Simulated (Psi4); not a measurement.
**Molecular dynamics of B2NH6 (charge −1) (part 1 of 2)**

B2NH6, charge −1, computed with BP86/6-31G*, RKS (Psi4 1.11).

The geometry comes from this level: GFN2-xTB.

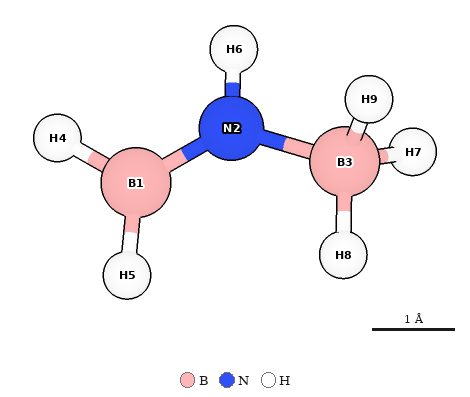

**Figure 1.** The starting structure (ball-and-stick view, seen at a tilt; atoms are numbered from 1 in the order of the input). Bond lengths as drawn: B–H 1.19 to 1.23 Å, B–N 1.36 to 1.55 Å and H–N 1.01 Å.

## Input file (run.py)
```python
import numpy as np
from ase.calculators.psi4 import Psi4
from ase.io import read
from ase import units
from ase.md.velocitydistribution import MaxwellBoltzmannDistribution, Stationary
from ase.md.verlet import VelocityVerlet

mol = read('b2h6n.xyz')
calc = Psi4(atoms=mol, method='bp86', basis='6-31G*', memory='1600MB', num_threads=1, charge=-1, multiplicity=1, label='psi4-calc', reference='rks')
mol.calc = calc

MaxwellBoltzmannDistribution(mol, temperature_K=300.0, rng=np.random.default_rng(777))
Stationary(mol)
dyn = VelocityVerlet(mol, 0.25 * units.fs)
def show():
    ep, ek = mol.get_potential_energy(), mol.get_kinetic_energy()
    print(f'step {dyn.nsteps:3d}  Epot {ep:14.6f}  Ekin {ek:9.6f}  Etot {ep + ek:14.6f} eV  T {mol.get_temperature():7.1f} K')
dyn.attach(show)
dyn.run(25)
```

## File b2h6n.xyz
```
9
B2H6N
B     -1.096040     0.660400    -0.737360
N      0.102460     0.468730    -0.124320
B      0.738520    -0.744300     0.609610
H     -1.364570     1.716750    -1.250940
H     -1.911390    -0.199190    -0.782900
H      0.756830     1.240850    -0.126490
H      1.756160    -1.081370     0.002570
H     -0.040750    -1.671270     0.666020
H      1.058770    -0.390590     1.743810
```

Hardware: 1 thread of AMD EPYC (Zen 5), 16 GiB of memory available, shared host.

Command:
```bash
python run.py
```

## Output
```
gradient() will perform analytic gradient computation.

   => Loading Basis Set <=

    Name: 6-31G*
    Role: ORBITAL
    Keyword: BASIS

         ---------------------------------------------------------
                                   SCF
                              RKS Reference
                        1 Threads,   1525 MiB Core
         ---------------------------------------------------------

  ==> Geometry <==

    Molecular point group: c1
    Full point group: C1

    Geometry (in Angstrom), charge = -1, multiplicity = 1:

       Center              X                  Y                   Z               Mass
    ------------   -----------------  -----------------  -----------------  -----------------
         B           -1.053657345254     0.523941019870    -0.660819896868    11.009305360000
         N            0.139932440994     0.341943058002    -0.006963121394    14.003074004430
         B            0.854613945242    -0.868716714116     0.655767452872    11.009305360000
         H           -1.348338195463     1.597485270298    -1.229256583072     1.007825032230
         H           -1.912531609584    -0.375883130483    -0.820148363232     1.007825032230
         H            0.771679114060     1.194948590122    -0.150666414023     1.007825032230
         H            1.806882961177    -1.212791844689    -0.087676385743     1.007825032230
         H           -0.150817819690    -1.649883307810     0.587746941828     1.007825032230
         H            1.063170682679    -0.538682479526     1.851940871265     1.007825032230

  Running in c1 symmetry.

  Rotational constants: A =      1.46156  B =      0.28456  C =      0.25589 [cm^-1]
  Rotational constants: A =  43816.31764  B =   8530.82168  C =   7671.39693 [MHz]
  Nuclear repulsion =   61.887102113057786

  Charge       = -1
  Multiplicity = 1
  Electrons    = 24
  Nalpha       = 12
  Nbeta        = 12

  ==> Algorithm <==

  SCF Algorithm Type is DF.
  DIIS enabled.
  MOM disabled.
  Fractional occupation disabled.
  Guess Type is SAD.
  Energy threshold   = 1.00e-08
  Density threshold  = 1.00e-08
  Integral threshold = 1.00e-12

  ==> Primary Basis <==

  Basis Set: 6-31G*
    Blend: 6-31G*
    Number of shells: 30
    Number of basis functions: 57
    Number of Cartesian functions: 57
    Spherical Harmonics?: false
    Max angular momentum: 2

  ==> DFT Potential <==

   => LibXC <=

    Version 7.1.2

   => Composite Functional: BP86 <=

    BP86 GGA Exchange-Correlation Functional

    Deriv               =              1
    GGA                 =           TRUE
    Meta                =          FALSE

    Exchange Hybrid     =          FALSE
    MP2 Hybrid          =          FALSE

   => Exchange Functionals <=

    1.0000     XC_GGA_X_B88

   => Correlation Functionals <=

    1.0000     XC_GGA_C_P86

   => LibXC Density Thresholds  <==

    XC_GGA_C_P86:  1.00E-15
    XC_GGA_X_B88:  1.00E-15

   => Molecular Quadrature <=

    Radial Scheme          =       TREUTLER
    Pruning Scheme         =           NONE
    Nuclear Scheme         =       TREUTLER

    Blocking Scheme        =         OCTREE
    BS radius alpha        =              1
    Pruning alpha          =              1
    Radial Points          =             75
    Spherical Points       =            302
    Total Points           =         193678
    Total Blocks           =           1496
    Max Points             =            256
    Max Functions          =             57
    Weights Tolerance      =       1.00E-15

   => Loading Basis Set <=

    Name: (6-31G* AUX)
    Role: JKFIT
    Keyword: DF_BASIS_SCF

  ==> Integral Setup <==

  DFHelper Memory: AOs need 0.011 GiB; user supplied 0.820 GiB.
  SCF_SUBTYPE=INCORE selected. In-core MEM_DF algorithm will be used.
  Using in-core AOs.

  ==> MemDFJK: Density-Fitted J/K Matrices <==

    J tasked:                   Yes
    K tasked:                    No
    wK tasked:                   No
    Memory [MiB]:               839
    Algorithm:                 Core
    Schwarz Cutoff:           1E-12
    Mask sparsity (%):       0.0616
    Fitting Condition:        1E-10

   => Auxiliary Basis Set <=

  Basis Set: (6-31G* AUX)
    Blend: CC-PVDZ-JKFIT
    Number of shells: 126
    Number of basis functions: 393
    Number of Cartesian functions: 393
    Spherical Harmonics?: false
    Max angular momentum: 3

  Cached 100.0% of DFT collocation blocks in 0.298 [GiB].

  Minimum eigenvalue in the overlap matrix is 8.3024362477E-03.
  Reciprocal condition number of the overlap matrix is 1.2405351934E-03.
    Using symmetric orthogonalization.

  ==> Pre-Iterations <==

  SCF Guess: Superposition of Atomic Densities via on-the-fly atomic UHF (no occupation information).

   -------------------------
    Irrep   Nso     Nmo
   -------------------------
     A         57      57
   -------------------------
    Total      57      57
   -------------------------

  ==> Iterations <==

                           Total Energy        Delta E     RMS |[F,P]|

   @DF-RKS iter SAD:  -107.36448712493188   -1.07364e+02   0.00000e+00
   @DF-RKS iter   1:  -107.63180805236885   -2.67321e-01   1.60147e-02 ADIIS/DIIS
   @DF-RKS iter   2:  -106.22332892955765    1.40848e+00   2.97686e-02 ADIIS/DIIS
   @DF-RKS iter   3:  -108.06102888472020   -1.83770e+00   4.15163e-03 ADIIS/DIIS
   @DF-RKS iter   4:  -108.08709010745501   -2.60612e-02   2.55483e-03 ADIIS/DIIS
   @DF-RKS iter   5:  -108.09922547093991   -1.21354e-02   2.16588e-04 ADIIS/DIIS
   @DF-RKS iter   6:  -108.09931816505521   -9.26941e-05   8.41852e-05 DIIS
   @DF-RKS iter   7:  -108.09933229680377   -1.41317e-05   2.29675e-05 DIIS
   @DF-RKS iter   8:  -108.09933313192039   -8.35117e-07   3.33440e-06 DIIS
   @DF-RKS iter   9:  -108.09933314967191   -1.77515e-08   5.28557e-07 DIIS
   @DF-RKS iter  10:  -108.09933315015422   -4.82316e-10   9.72120e-08 DIIS
   @DF-RKS iter  11:  -108.09933315016802   -1.37987e-11   2.26415e-08 DIIS
   @DF-RKS iter  12:  -108.09933315016923   -1.20792e-12   2.73690e-09 DIIS
  Energy and wave function converged.

  ==> Post-Iterations <==

   Electrons on quadrature grid:
      Ntotal   =   23.9999894001 ; deviation = -1.060e-05

    Orbital Energies [Eh]
    ---------------------

    Doubly Occupied:

       1A    -13.805489     2A     -6.303964     3A     -6.260099
       4A     -0.553660     5A     -0.251779     6A     -0.234180
       7A     -0.161961     8A     -0.098295     9A     -0.090931
      10A     -0.055235    11A     -0.020290    12A     -0.004871

    Virtual:

      13A      0.185718    14A      0.241027    15A      0.319384
      16A      0.321934    17A      0.342345    18A      0.363114
      19A      0.379389    20A      0.400292    21A      0.423751
      22A      0.576144    23A      0.608109    24A      0.628674
      25A      0.651180    26A      0.667867    27A      0.697709
      28A      0.817955    29A      0.857433    30A      0.952334
      31A      0.980930    32A      1.028128    33A      1.039161
      34A      1.065907    35A      1.072310    36A      1.101892
      37A      1.136547    38A      1.330864    39A      1.354723
      40A      1.404756    41A      1.459288    42A      1.588055
      43A      1.700902    44A      1.732216    45A      1.819692
      46A      1.899085    47A      1.931034    48A      1.986505
      49A      2.043291    50A      2.146927    51A      2.402386
      52A      2.421359    53A      2.689025    54A      2.878552
      55A      3.593533    56A      3.681212    57A      4.071088

    Final Occupation by Irrep:
              A
    DOCC [    12 ]
    NA   [    12 ]
    NB   [    12 ]

  @DF-RKS Final Energy:  -108.09933315016923

   => Energetics <=

    Nuclear Repulsion Energy =             61.8871021130577859
    One-Electron Energy =                -271.7657071747717055
    Two-Electron Energy =                 119.2171967036268541
    DFT Exchange-Correlation Energy =     -17.4379247920821570
    Empirical Dispersion Energy =           0.0000000000000000
    VV10 Nonlocal Energy =                  0.0000000000000000
    Total Energy =                       -108.0993331501692296

Computation Completed

Properties will be evaluated at   0.000000,   0.000000,   0.000000 [a0]

Properties computed using the SCF density matrix

 Multipole Moments:

 ------------------------------------------------------------------------------------
     Multipole            Electronic (a.u.)      Nuclear  (a.u.)        Total (a.u.)
 ------------------------------------------------------------------------------------

 L = 1.  Multiply by 2.5417464519 to convert [e a0] to [Debye]
 Dipole X            :         -0.4177982            0.4050727           -0.0127256
 Dipole Y            :          1.7016225           -0.5954224            1.1062001
 Dipole Z            :         -0.5539658            0.1472777           -0.4066881
 Magnitude           :                                                    1.1786585

 ------------------------------------------------------------------------------------

	total time  =          3 seconds =       0.05 minutes

         ------------------------------------------------------------
                                   SCF GRAD
         ------------------------------------------------------------

  ==> Geometry <==

    Molecular point group: c1
    Full point group: C1

    Geometry (in Angstrom), charge = -1, multiplicity = 1:

       Center              X                  Y                   Z               Mass
    ------------   -----------------  -----------------  -----------------  -----------------
         B           -1.053657345254     0.523941019870    -0.660819896868    11.009305360000
         N            0.139932440994     0.341943058002    -0.006963121394    14.003074004430
         B            0.854613945242    -0.868716714116     0.655767452872    11.009305360000
         H           -1.348338195463     1.597485270298    -1.229256583072     1.007825032230
         H           -1.912531609584    -0.375883130483    -0.820148363232     1.007825032230
         H            0.771679114060     1.194948590122    -0.150666414023     1.007825032230
         H            1.806882961177    -1.212791844689    -0.087676385743     1.007825032230
         H           -0.150817819690    -1.649883307810     0.587746941828     1.007825032230
         H            1.063170682679    -0.538682479526     1.851940871265     1.007825032230

  Nuclear repulsion =   61.887102113057786

  ==> Basis Set <==

  Basis Set: 6-31G*
    Blend: 6-31G*
    Number of shells: 30
    Number of basis functions: 57
    Number of Cartesian functions: 57
    Spherical Harmonics?: false
    Max angular momentum: 2

  ==> DFJKGrad: Density-Fitted SCF Gradients <==

    Gradient:                    1
    J tasked:                  Yes
    K tasked:                   No
    wK tasked:                  No
    Integrals threads:           1
    Memory [MiB]:             1144
    Schwarz Cutoff:          1E-12
    Fitting Condition:       1E-10

   => Auxiliary Basis Set <=

  Basis Set: (6-31G* AUX)
    Blend: CC-PVDZ-JKFIT
    Number of shells: 126
    Number of basis functions: 393
    Number of Cartesian functions: 393
    Spherical Harmonics?: false
    Max angular momentum: 3

  ==> DFT Potential <==

   => LibXC <=

    Version 7.1.2

   => Composite Functional: BP86 <=

    BP86 GGA Exchange-Correlation Functional

    Deriv               =              1
    GGA                 =           TRUE
    Meta                =          FALSE

    Exchange Hybrid     =          FALSE
    MP2 Hybrid          =          FALSE

   => Exchange Functionals <=

    1.0000     XC_GGA_X_B88

   => Correlation Functionals <=

    1.0000     XC_GGA_C_P86

   => LibXC Density Thresholds  <==

    XC_GGA_C_P86:  1.00E-15
    XC_GGA_X_B88:  1.00E-15

   => Molecular Quadrature <=

    Radial Scheme          =       TREUTLER
    Pruning Scheme         =           NONE
    Nuclear Scheme         =       TREUTLER

    Blocking Scheme        =         OCTREE
    BS radius alpha        =              1
    Pruning alpha          =              1
    Radial Points          =             75
    Spherical Points       =            302
    Total Points           =         193678
    Total Blocks           =           1496
    Max Points             =            256
    Max Functions          =             57
    Weights Tolerance      =       1.00E-15

  -Total Gradient:
     Atom            X                  Y                   Z
    ------   -----------------  -----------------  -----------------
       1        0.023979061781     0.001490421227     0.016679079272
       2       -0.027851335162    -0.037329782030     0.013569285679
       3        0.030797867480     0.004216379810     0.002660062190
       4       -0.004619814900     0.003088790720    -0.004943527546
       5       -0.009193966454    -0.005959141266    -0.007062879450
       6        0.014994161633     0.018641634235    -0.008142731512
       7       -0.000611556192     0.000581717509    -0.010954448685
       8       -0.017901243452     0.008200694887    -0.007010174925
       9       -0.009600823851     0.007069844516     0.005158579723

	total time  =          1 seconds =       0.02 minutes
```

## Standard output
```
step   0  Epot   -2941.785719  Ekin  0.474884  Etot   -2941.310835 eV  T   408.2 K
step   1  Epot   -2941.771046  Ekin  0.460316  Etot   -2941.310730 eV  T   395.7 K
step   2  Epot   -2941.754552  Ekin  0.443936  Etot   -2941.310616 eV  T   381.6 K
step   3  Epot   -2941.737334  Ekin  0.426827  Etot   -2941.310506 eV  T   366.9 K
step   4  Epot   -2941.720500  Ekin  0.410087  Etot   -2941.310413 eV  T   352.5 K
step   5  Epot   -2941.705063  Ekin  0.394724  Etot   -2941.310339 eV  T   339.3 K
step   6  Epot   -2941.691846  Ekin  0.381553  Etot   -2941.310293 eV  T   328.0 K
step   7  Epot   -2941.681389  Ekin  0.371114  Etot   -2941.310276 eV  T   319.0 K
step   8  Epot   -2941.673900  Ekin  0.363614  Etot   -2941.310286 eV  T   312.6 K
step   9  Epot   -2941.669244  Ekin  0.358923  Etot   -2941.310321 eV  T   308.5 K
step  10  Epot   -2941.666978  Ekin  0.356600  Etot   -2941.310378 eV  T   306.5 K
step  11  Epot   -2941.666408  Ekin  0.355963  Etot   -2941.310444 eV  T   306.0 K
step  12  Epot   -2941.666696  Ekin  0.356181  Etot   -2941.310516 eV  T   306.2 K
step  13  Epot   -2941.666954  Ekin  0.356370  Etot   -2941.310584 eV  T   306.3 K
step  14  Epot   -2941.666341  Ekin  0.355696  Etot   -2941.310645 eV  T   305.8 K
step  15  Epot   -2941.664135  Ekin  0.353445  Etot   -2941.310690 eV  T   303.8 K
step  16  Epot   -2941.659806  Ekin  0.349085  Etot   -2941.310721 eV  T   300.1 K
step  17  Epot   -2941.653025  Ekin  0.342289  Etot   -2941.310736 eV  T   294.2 K
step  18  Epot   -2941.643683  Ekin  0.332948  Etot   -2941.310734 eV  T   286.2 K
step  19  Epot   -2941.631879  Ekin  0.321158  Etot   -2941.310721 eV  T   276.1 K
step  20  Epot   -2941.617892  Ekin  0.307190  Etot   -2941.310703 eV  T   264.1 K
step  21  Epot   -2941.602131  Ekin  0.291460  Etot   -2941.310671 eV  T   250.5 K
step  22  Epot   -2941.585133  Ekin  0.274492  Etot   -2941.310642 eV  T   236.0 K
step  23  Epot   -2941.567479  Ekin  0.256873  Etot   -2941.310606 eV  T   220.8 K
step  24  Epot   -2941.549788  Ekin  0.239222  Etot   -2941.310566 eV  T   205.6 K
step  25  Epot   -2941.532683  Ekin  0.222150  Etot   -2941.310533 eV  T   191.0 K
```

## Trajectory as extended XYZ (Å, eV, eV/Å), 26 frames, from step=0 to step=25
```
9
Properties=species:S:1:pos:R:3:forces:R:3 step=0 energy=-2941.78574
B    -1.0960    0.6604   -0.7374   -0.4921   0.4686  -0.3775
N     0.1025    0.4687   -0.1243    0.6059  -0.5950   0.4809
B     0.7385   -0.7443    0.6096    0.1272   0.0393   0.0131
H    -1.3646    1.7167   -1.2509   -0.1037   0.5460  -0.2617
H    -1.9114   -0.1992   -0.7829   -0.5289  -0.6390   0.0078
H     0.7568    1.2409   -0.1265    0.2512   0.6144  -0.1125
H     1.7562   -1.0814    0.0026    0.3447  -0.1242  -0.1205
H    -0.0408   -1.6713    0.6660   -0.3599  -0.3822  -0.0014
H     1.0588   -0.3906    1.7438    0.1569   0.0720   0.3726
9
Properties=species:S:1:pos:R:3:forces:R:3 step=1 energy=-2941.77107
B    -1.0961    0.6599   -0.7368   -0.4386   0.4314  -0.3512
N     0.1016    0.4689   -0.1225    0.4900  -0.7288   0.4612
B     0.7415   -0.7444    0.6088    0.0187   0.0984  -0.0324
H    -1.3655    1.7108   -1.2504   -0.1134   0.6499  -0.3020
H    -1.9099   -0.1961   -0.7880   -0.5859  -0.7154   0.0185
H     0.7518    1.2378   -0.1302    0.4015   0.7950  -0.1038
H     1.7524   -1.0802   -0.0037    0.3995  -0.1447  -0.1260
H    -0.0465   -1.6608    0.6592   -0.3691  -0.4583   0.0167
H     1.0540   -0.3914    1.7421    0.1988   0.0723   0.4199
9
Properties=species:S:1:pos:R:3:forces:R:3 step=2 energy=-2941.75458
B    -1.0963    0.6593   -0.7363   -0.3919   0.3902  -0.3257
N     0.1007    0.4690   -0.1206    0.3823  -0.8475   0.4411
B     0.7445   -0.7445    0.6080   -0.0891   0.1499  -0.0742
H    -1.3665    1.7052   -1.2500   -0.1220   0.7468  -0.3393
H    -1.9088   -0.1935   -0.7930   -0.6340  -0.7816   0.0288
H     0.7470    1.2352   -0.1339    0.5402   0.9615  -0.0968
H     1.7488   -1.0791   -0.0100    0.4497  -0.1638  -0.1295
H    -0.0525   -1.6505    0.6523   -0.3723  -0.5267   0.0342
H     1.0493   -0.3921    1.7407    0.2386   0.0709   0.4624
```
